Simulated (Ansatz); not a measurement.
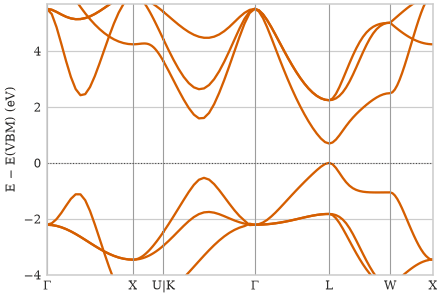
Figure: Band structure from r²SCAN (plane waves, PAW; program Ansatz)

Problem. Read off the gap and where the band edges lie.

Solution. About 0.7 eV (0.69 eV by a search for the band edges); maximum at L, minimum at L.

Problem. Which of these materials gives this?
(A) PbS, rock salt
(B) CdTe, zinc blende
(C) BAs, zinc blende
(D) Ge, diamond

Solution. A, PbS, rock salt

Space group Fm-3m (rock salt). The cell was relaxed with r²SCAN under the symmetry of its start; of distortions, only those at the zone centre were tested. Spin–orbit coupling is left out wherever it is not named.

Potentials: the later of the program's two PAW sets.
